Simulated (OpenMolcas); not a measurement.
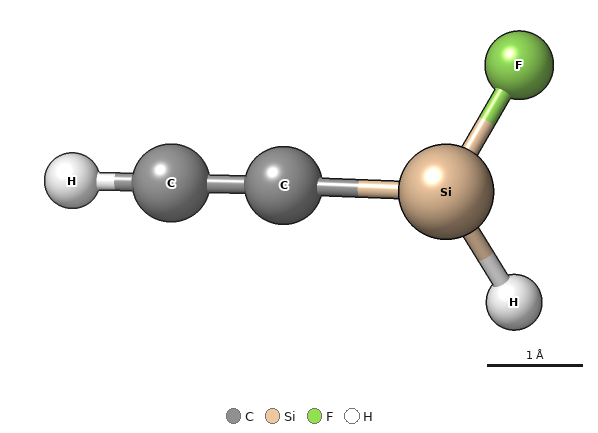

Fig. 1: The input geometry (ball-and-stick view, seen on its broad side). Bond lengths as drawn: C–C 1.21 Å, C–H 1.07 Å, C–Si 1.81 Å, F–Si 1.60 Å and H–Si 1.48 Å.

Run report: C₂H₂FSi, energy and gradient calculation (part 1 of 2)

C₂H₂FSi, multiplicity 2, computed with HF/STO-3G, UHF (OpenMolcas 26.06).

The geometry comes from this level: PBE0-D4/def2-TZVP.

### Input file
```
&GATEWAY
  BasLib=$CurrDir
  Coord
  6
  bohr
  C      0.22317666    -1.28501376    -3.03433324
  C      0.22752303    -0.40383447    -0.92615477
  Si     0.63929435     0.88193518     2.20871189
  F     -0.90328909    -0.77913408     4.20804213
  H      0.18953953    -2.05828969    -4.89495758
  H     -0.29687597     3.52320539     2.35138622
  Basis=STO-3G
  Group=NoSym

&SEWARD

&SCF
  UHF
  Spin=2
  Thresholds=1e-10 1e-07 1e-07 1e-05
  PrOrbitals=1 2

&ALASKA
```

Run as:
```bash
export MOLCAS_MEM=1860
pymolcas mol.inp > mol.log
```

### The program's output
```
--- Start Module: gateway ---

                                              &GATEWAY

                       available to each process: 1.9 GB of memory, 1 thread

 Basis Set     1 Label: C.STO-3G
 Basis set is read from library:.
 basistype.tbl is not found

 Basis Set     2 Label: SI.STO-3G
 Basis set is read from library:.
 basistype.tbl is not found

 Basis Set     3 Label: F.STO-3G
 Basis set is read from library:.
 basistype.tbl is not found

 Basis Set     4 Label: H.STO-3G
 Basis set is read from library:.
 basistype.tbl is not found

++    Symmetry information:
      ---------------------

                    Character Table for C1

                             E
                    a        1  x, y, xy, Rz, z, xz, Ry, yz, Rx, I
--

++    Basis set information:
      ----------------------

      Basis set label: C.STO-3G.........

      Electronic valence basis set:
      ------------------
      Associated Effective Charge   6.000000 au
      Associated Actual Charge      6.000000 au
      Nuclear Model: Point charge

      Shell  nPrim  nBasis  Cartesian Spherical Contaminant
         s       6       2        X
         p       3       1        X

      Basis set label: SI.STO-3G.........

      Electronic valence basis set:
      ------------------
      Associated Effective Charge  14.000000 au
      Associated Actual Charge     14.000000 au
      Nuclear Model: Point charge

      Shell  nPrim  nBasis  Cartesian Spherical Contaminant
         s       9       3        X
         p       6       2        X

      Basis set label: F.STO-3G.........

      Electronic valence basis set:
      ------------------
      Associated Effective Charge   9.000000 au
      Associated Actual Charge      9.000000 au
      Nuclear Model: Point charge

      Shell  nPrim  nBasis  Cartesian Spherical Contaminant
         s       6       2        X
         p       3       1        X

      Basis set label: H.STO-3G.........

      Electronic valence basis set:
      ------------------
      Associated Effective Charge   1.000000 au
      Associated Actual Charge      1.000000 au
      Nuclear Model: Point charge

      Shell  nPrim  nBasis  Cartesian Spherical Contaminant
         s       3       1        X
--

++    Molecular structure info:
      -------------------------

                    ************************************************
                    **** Cartesian Coordinates / bohr, angstrom ****
                    ************************************************

     Center  Label                x              y              z                     x              y              z
        1      C1               0.223177      -1.285014      -3.034333              0.118100      -0.680000      -1.605700
        2      C2               0.227523      -0.403834      -0.926155              0.120400      -0.213700      -0.490100
        3      SI3              0.639294       0.881935       2.208712              0.338300       0.466700       1.168800
        4      F4              -0.903289      -0.779134       4.208042             -0.478000      -0.412300       2.226800
        5      H5               0.189540      -2.058290      -4.894958              0.100300      -1.089200      -2.590300
        6      H6              -0.296876       3.523205       2.351386             -0.157100       1.864400       1.244300

                    ***************************************
                    *    InterNuclear Distances / bohr    *
                    ***************************************

               1 C1            2 C2            3 SI3           4 F4            5 H5            6 H6
    1 C1       0.000000
    2 C2       2.284932        0.000000
    3 SI3      5.688439        3.413231        0.000000
    4 F4       7.346893        5.270632        3.022588        0.000000
    5 H5       2.015195        4.300007        7.701255        9.257166        0.000000
    6 H6       7.238467        5.141878        2.805901        4.724937        9.159650        0.000000

                    *******************************************
                    *    InterNuclear Distances / angstrom    *
                    *******************************************

               1 C1            2 C2            3 SI3           4 F4            5 H5            6 H6
    1 C1       0.000000
    2 C2       1.209134        0.000000
    3 SI3      3.010193        1.806204        0.000000
    4 F4       3.887808        2.789098        1.599485        0.000000
    5 H5       1.066395        2.275466        4.075328        4.898681        0.000000
    6 H6       3.830432        2.720965        1.484819        2.500329        4.847078        0.000000

                    **************************************
                    *    Valence Bond Angles / degree    *
                    **************************************
                          Atom centers                 Phi
                      2 C2       1 C1       5 H5       179.14
--

            Nuclear Potential Energy            130.57600082 au

--- Stop Module: gateway /rc=_RC_ALL_IS_WELL_ ---

--- Start Module: seward ---

                                              &SEWARD

                       available to each process: 1.9 GB of memory, 1 thread

               SEWARD will generate:
                  Multipole Moment integrals up to order  2
                  Kinetic Energy integrals
                  Nuclear Attraction integrals (point charge)
                  One-Electron Hamiltonian integrals
                  Velocity integrals
                  Orbital angular momentum around (  0.0825  -0.1222   1.2556 )
                  Velocity quadrupole around (  0.0825  -0.1222   1.2556 )
                  Two-Electron Repulsion integrals

                   Integrals are discarded if absolute value <: 1.00E-14
                   Integral cutoff threshold is set to       <: 1.00E-16

            Nuclear Potential Energy            130.57600082 au

      Basis set specifications :
      Symmetry species         a
      Basis functions           26

--- Stop Module: seward /rc=_RC_ALL_IS_WELL_ ---

--- Start Module: scf ---

                                                &SCF

                       available to each process: 1.9 GB of memory, 1 thread

++    Input section:
      --------------

      Header of the integral files:

      Cartesian coordinates in angstrom:
      -----------------------------------------------------
      No.  Label        X            Y            Z
      -----------------------------------------------------
       1   C1         0.11810000  -0.68000000  -1.60570000
       2   C2         0.12040000  -0.21370000  -0.49010000
       3   SI3        0.33830000   0.46670000   1.16880000
       4   F4        -0.47800000  -0.41230000   2.22680000
       5   H5         0.10030000  -1.08920000  -2.59030000
       6   H6        -0.15710000   1.86440000   1.24430000
      -----------------------------------------------------
      Nuclear repulsion energy =  130.57600082
--

++    Orbital specifications:
      -----------------------

      Symmetry species               1
                                     a
      Frozen orbitals                0
      Occupied orbitals alpha       19
      Occupied orbitals beta        18
      Secondary orbitals alpha       7
      Secondary orbitals beta        8
      Deleted orbitals               0
      Total number of orbitals      26
      Number of basis functions     26
--

      Molecular charge                           0.000

++    Optimization specifications:
      ----------------------------

      SCF Algorithm: Conventional USCF
      D(i)-D(i-1) density differences are used
      Number of density matrices in core                 5
      Maximum number of NDDO SCF iterations            400
      Maximum number of HF SCF iterations              400
      Threshold for SCF energy change             1.00E-10
      Threshold for density matrix                1.00E-07
      Threshold for Fock matrix                   1.00E-07
      Threshold for linear dependence             1.00E-09
      Threshold at which DIIS is turned on        1.50E-01
      Maximum depth in the DIIS procedure                5
      Maximum depth in the BFGS Hessian update          30
      Threshold at which QNR/C2DIIS is turned on  7.50E-02
      Threshold for Norm(delta) (QNR/C2DIIS)      1.00E-05
      All orbitals punched on: UHFORB
--

      Input vectors read from INPORB
      Orbital file label: *Guess orbitals

++ Convergence information
                               UHF SCF        iterations: Energy and convergence statistics

Iter     Tot. SCF        One-elec.       Two-elec.     Energy      Max Dij or  Max Fij      DNorm      TNorm      AccCon     Time
         Energy          Energy          Energy        Change      Delta Norm                                                in Sec.
   1  -459.172430901  -900.047614759   310.299183041   0.00E+00    4.60E-01*   2.12E-01*    8.84E+00   8.77E+01   None         0.
   2  -459.467139905  -900.294750047   310.251609325  -2.95E-01*   1.39E-01*   4.51E-02*    2.28E+00   8.79E+01   EDIIS        0.
   3  -459.493892659  -899.927146140   309.857252663  -2.68E-02*   1.06E-01*   2.81E-02*    6.18E-01   8.78E+01   c2DIIS       0.
   4  -459.499245043  -900.189108875   310.113863015  -5.35E-03*   2.80E-02*   1.88E-02*    3.07E-01   8.78E+01   c2DIIS       0.
   5  -459.501605731  -900.061871394   309.984264845  -2.36E-03*   3.51E-02*   6.17E-03*    1.13E-01   8.78E+01   QNRc2DIIS    0.
   6  -459.501890127  -900.097358197   310.019467252  -2.84E-04*   4.89E-02*   5.73E-03*    5.27E-02   8.78E+01   QNRc2DIIS    0.
   7  -459.502195928  -900.087374838   310.009178093  -3.06E-04*   7.57E-02*   4.15E-03*    7.15E-02   8.78E+01   QNRc2DIIS    0.
   8  -459.502540307  -900.077983388   309.999442264  -3.44E-04*   1.39E-01*   3.99E-03*    9.72E-02   8.78E+01   QNRc2DIIS    0.
   9  -459.502973880  -900.066618875   309.987644177  -4.34E-04*   1.87E-01*   6.23E-03*    1.72E-01   8.78E+01   QNRc2DIIS    0.
  10  -459.504243502  -900.085188038   310.004943718  -1.27E-03*   3.80E-01*   2.55E-03*    2.43E-01   8.78E+01   QNRc2DIIS    0.
  11  -459.503363525  -900.085398121   310.006033778   8.80E-04*   3.30E-01*   6.93E-03*    4.68E-01   8.78E+01   QNRc2DIIS    0.
  12  -459.504434377  -900.085169636   310.004734442  -1.07E-03*   5.44E-02*   1.90E-03*    4.09E-01   8.78E+01   QNRc2DIIS    0.
  13  -459.504538168  -900.084950186   310.004411200  -1.04E-04*   1.51E-02*   1.50E-03*    6.62E-02   8.78E+01   QNRc2DIIS    0.
  14  -459.504557118  -900.084739610   310.004181674  -1.89E-05*   6.12E-03*   1.32E-03*    1.84E-02   8.78E+01   QNRc2DIIS    0.
  15  -459.504566614  -900.084565238   310.003997806  -9.50E-06*   2.99E-01*   1.18E-03*    7.52E-03   8.78E+01   QNRc2DIIS    0.
  16  -459.503442265  -900.082485073   310.003041990   1.12E-03*   2.39E-01*   2.73E-03*    3.60E-01   8.78E+01   QNRc2DIIS    0.
  17  -459.504503282  -900.082256330   310.001752230  -1.06E-03*   1.50E-01*   1.22E-03*    2.86E-01   8.78E+01   QNRc2DIIS    0.
  18  -459.504548635  -900.081600487   310.001051034  -4.54E-05*   1.34E-01*   9.35E-04*    1.83E-01   8.78E+01   QNRc2DIIS    0.
  19  -459.504539400  -900.082696102   310.002155884   9.23E-06*   1.32E-02*   9.68E-04*    1.64E-01   8.78E+01   QNRc2DIIS    0.
  20  -459.504563356  -900.082657001   310.002092827  -2.40E-05*   5.52E-02*   7.95E-04*    1.60E-02   8.78E+01   QNRc2DIIS    0.
  21  -459.504613135  -900.082374035   310.001760083  -4.98E-05*   2.49E-03*   4.58E-05*    6.74E-02   8.78E+01   QNRc2DIIS    0.
  22  -459.504613293  -900.082366048   310.001751937  -1.59E-07*   9.97E-04*   1.43E-05*    3.07E-03   8.78E+01   QNRc2DIIS    0.
  23  -459.504613303  -900.082359966   310.001745845  -9.59E-09*   4.51E-04*   2.87E-06*    1.22E-03   8.78E+01   QNRc2DIIS    0.
  24  -459.504613303  -900.082366524   310.001752404   3.71E-10*   1.90E-04*   4.13E-06*    5.53E-04   8.78E+01   QNRc2DIIS    0.
  25  -459.504613304  -900.082365415   310.001751294  -9.83E-10*   7.09E-05*   1.16E-06*    2.33E-04   8.78E+01   QNRc2DIIS    0.
  26  -459.504613304  -900.082364785   310.001750664  -8.29E-11    1.69E-06    9.89E-08     8.72E-05   8.78E+01   QNRc2DIIS    0.

       Convergence after  26 Iterations
--

 *****************************************************************************************************************************
 *                                             SCF/KS-DFT Program, Final results                                             *
 *                                                       Final Results                                                       *
 *****************************************************************************************************************************

::    Total SCF energy                               -459.5046133036
      One-electron energy                            -900.0823647850
      Two-electron energy                             310.0017506638
      Nuclear repulsion energy                        130.5760008176
      Kinetic energy (interpolated)                   454.7435100524
      Virial theorem                                    1.0104698652
      Total spin, S(S+1)                                0.9911940288
      Total spin, S                                     0.6140888783
      Max non-diagonal density matrix element           0.0000006838
      Max non-diagonal Fock matrix element              0.0000001861

      All orbitals with orbital energies smaller than  E(LUMO)+0.5 are printed

++    Molecular orbitals:
      -------------------

      Title: UHF orbitals (alpha)

      Molecular orbitals for symmetry species 1: a

      Basis set list:
        1 C1     1s                 10 C2     2pz                19 SI3    2pz
        2 C1     1s                 11 SI3    1s                 20 F4     1s
        3 C1     2px                12 SI3    1s                 21 F4     1s
        4 C1     2py                13 SI3    1s                 22 F4     2px
        5 C1     2pz                14 SI3    2px                23 F4     2py
        6 C2     1s                 15 SI3    2px                24 F4     2pz
        7 C2     1s                 16 SI3    2py                25 H5     1s
        8 C2     2px                17 SI3    2py                26 H6     1s
        9 C2     2py                18 SI3    2pz

  Index Energy  Occupation Coefficients ...

    1  -67.9910    1.0000         11 SI3    1s     ( 0.994),

    2  -25.8375    1.0000         20 F4     1s     ( 0.995),

    3  -10.9823    1.0000          1 C1     1s     ( 0.992),

    4  -10.9231    1.0000          6 C2     1s     ( 0.993),
```
